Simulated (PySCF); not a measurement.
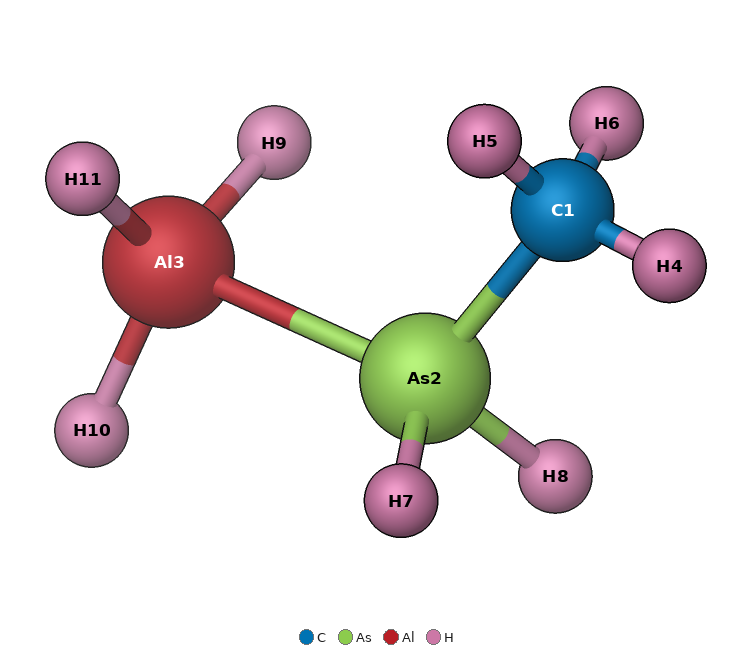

The geometry was computed by an optimisation with PBE0-D3(BJ)/def2-SVP. No frequency run is at hand to confirm it as a minimum. Properties computed with delta-SCF UKS SCAN, pcX-2 on the ionised atom, pcseg-1 elsewhere, spin-free X2C (PySCF 2.14.0).

Give the core-electron binding energies (to vacuum; p and d levels without spin–orbit splitting) of C1 1s, Al3 1s, Al3 2p.

| atom | level | binding energy (eV) |
| --- | --- | --- |
| C1 | 1s | 291.4 |
| Al3 | 1s | 1565.5 |
| Al3 | 2p | 79.1 |
